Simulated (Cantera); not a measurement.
A closed system holds: 1 mol Ti, 1.1 mol O₂, 35 mol CO, at 1000 Pa.

Equilibrium computed with Cantera from the NASA thermochemical tables; the gas is ideal and each condensed phase is pure. Candidate condensed phases: C, Ti, TiC, TiO, TiO₂, Ti₂O₃, Ti₃O₅, Ti₄O₇; 15 gas species. Mutual solubility and eutectic melting of coexisting phases are not modelled. Condensed phases not in the tables: Magnéli phases beyond Ti₄O₇. Kinetics and transport are ignored.

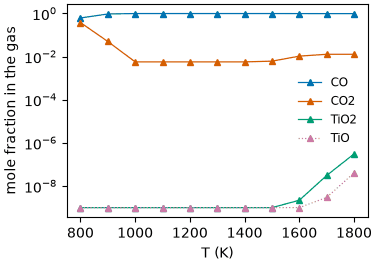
Fig. 1. Equilibrium gas composition (values under 1e-9 drawn at 1e-9)

From 800 K to 900 K the condensed part is C(graphite) + TiO₂(rutile). From 1000 K to 1400 K the condensed part is TiO₂(rutile). From 1500 K to 1600 K the condensed part is TiO₂(rutile) + Ti₄O₇(s). From 1700 K to 1800 K the condensed part is Ti₄O₇(s).
